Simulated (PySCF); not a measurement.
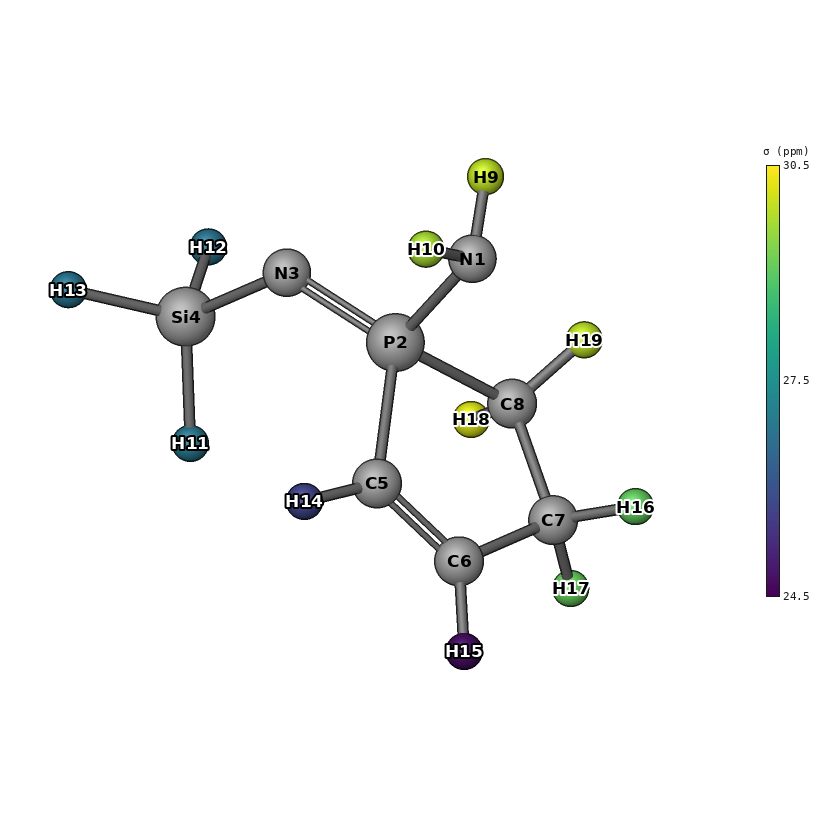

Atoms are coloured by their isotropic NMR shieldings (H only, the others grey). Computed geometry: GFN2-xTB optimisation. No frequency run is at hand to confirm it as a minimum. Method: GIAO PBE0/pcSseg-1 NMR shielding, non-relativistic, gas phase (PySCF 2.14.0).

List the isotropic NMR shieldings of the H atoms.

```json
{"atom": "H9", "σ (ppm)": "29.89"}
{"atom": "H10", "σ (ppm)": "29.71"}
{"atom": "H11", "σ (ppm)": "26.91"}
{"atom": "H12", "σ (ppm)": "26.79"}
{"atom": "H13", "σ (ppm)": "26.81"}
{"atom": "H14", "σ (ppm)": "25.73"}
{"atom": "H15", "σ (ppm)": "24.74"}
{"atom": "H16", "σ (ppm)": "29.07"}
{"atom": "H17", "σ (ppm)": "29.11"}
{"atom": "H18", "σ (ppm)": "30.15"}
{"atom": "H19", "σ (ppm)": "29.87"}
```

The geometry is semi-empirical. Around P, Si such bond lengths and angles can be off by a tenth of an ångström or more and by several degrees, and values that hang on the shape move with them.
